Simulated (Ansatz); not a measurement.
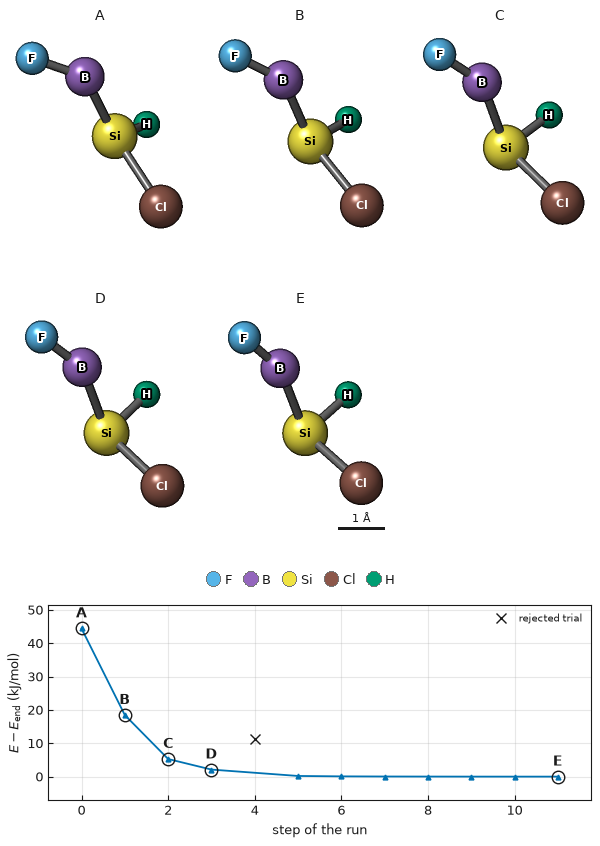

Frames of a relaxation of BSiHClF, marked on the history of the run. Style: ball-and-stick. Shown from a free direction.

Computed with RKS PBE0-D4/def2-TZVP in Ansatz 0.2.0. Settings: force threshold 0.005 eV/Å; at most 200 steps.

**Describe the path.**

The Si atom moves most after the best rigid fit: 0.47 Å. By element the largest moves are Si 0.47 Å, H 0.34 Å, F 0.30 Å, B 0.29 Å, Cl 0.23 Å. Among the contacts that change: B–Si 1.854 → 1.961 Å, Cl–Si 2.041 → 2.108 Å, B–F 1.307 → 1.263 Å, H–Si 1.461 → 1.505 Å. Bond angles that change, for instance: B–Si–H 124.6° → 95.5°, F–B–Si 137.5° → 157.2°, B–Si–Cl 118.1° → 99.7°. After 10 accepted moves (11 points after the start) the energy has fallen by 44.4 kJ/mol. Largest force component: 1.7 eV/Å at the start, 0.0031 eV/Å at the end. The line search rejected the trial step at point 4 of the run. From step 0 to 1: the Si atom moves most (0.18 Å), energy −26.0 kJ/mol. From step 1 to 2: the Si atom moves most (0.19 Å), energy −13.2 kJ/mol. From step 2 to 3: the H atom moves most (0.10 Å), energy −3.17 kJ/mol. From step 3 to 11: the F atom moves most (0.08 Å), energy −2.11 kJ/mol.

```json
{"step": "0", "E − E(0), kJ/mol": "0.00", "largest force component, eV/Å": "1.6858", "note": ""}
{"step": "1", "E − E(0), kJ/mol": "-25.97", "largest force component, eV/Å": "1.7426", "note": ""}
{"step": "2", "E − E(0), kJ/mol": "-39.15", "largest force component, eV/Å": "1.2553", "note": ""}
{"step": "3", "E − E(0), kJ/mol": "-42.32", "largest force component, eV/Å": "0.5705", "note": ""}
{"step": "4", "E − E(0), kJ/mol": "-33.11", "largest force component, eV/Å": "1.6692", "note": "rejected"}
{"step": "5", "E − E(0), kJ/mol": "-44.23", "largest force component, eV/Å": "0.1029", "note": ""}
{"step": "6", "E − E(0), kJ/mol": "-44.35", "largest force component, eV/Å": "0.0377", "note": ""}
{"step": "7", "E − E(0), kJ/mol": "-44.39", "largest force component, eV/Å": "0.0243", "note": ""}
{"step": "8", "E − E(0), kJ/mol": "-44.41", "largest force component, eV/Å": "0.0218", "note": ""}
{"step": "9", "E − E(0), kJ/mol": "-44.43", "largest force component, eV/Å": "0.0201", "note": ""}
{"step": "10", "E − E(0), kJ/mol": "-44.43", "largest force component, eV/Å": "0.0100", "note": ""}
{"step": "11", "E − E(0), kJ/mol": "-44.43", "largest force component, eV/Å": "0.0031", "note": ""}
```
